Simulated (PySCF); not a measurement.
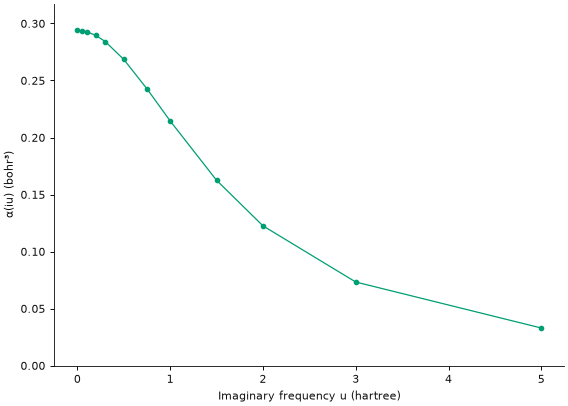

Dipole polarisability at imaginary frequency of He⁺ (1s). Coupled response at the r2SCAN0 level; PySCF, aug-cc-pVQZ, non-relativistic, unrestricted single determinants, no spin-orbit coupling.

**What follows from the curve?**

The static dipole polarisability is 0.294 bohr³; α(iu) falls to half of it near u = 1.7 hartree. The Casimir–Polder integral gives C₆ = 0.109 hartree bohr⁶ for two such species.
